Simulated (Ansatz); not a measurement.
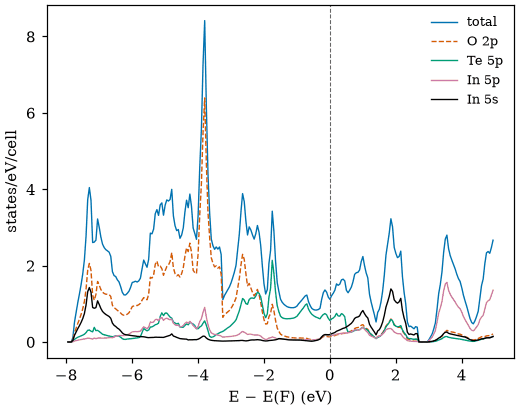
*Total and projected density of states of In$_{2}$TeO$_{2}$ in space group P-3m1 (No. 164; In on 2d, Te on 1b, O on 2d), the program Ansatz at the PBEsol level (PAW)*

### Question
Which orbitals carry the states next to the Fermi level?

### Answer
Within 0.5 eV of the Fermi level: Te 5p 52 %, In 5s 17 %, In 5p 13 %, O 2p 12 %. Projections are on Löwdin-orthogonalised atomic valence shells; empty p or d shells of many metals are not among them.

### Question
Where is the tallest occupied peak in this window, and what makes it?

### Answer
Near -3.8 eV, about 8.4 states/eV per cell; the largest projected share is O 2p.

The start of the workflow was typed in or built on a structure type; neither database checked (COD, Materials Project) lists it. Whether it is the stable phase at ambient conditions was not checked. The cell was relaxed with PBEsol under the symmetry of its start; whether a distortion lowers the energy is not shown. Scalar-relativistic: spin–orbit coupling is off unless named, which matters more the heavier the elements.

Potentials: the later of the program's two PAW sets.
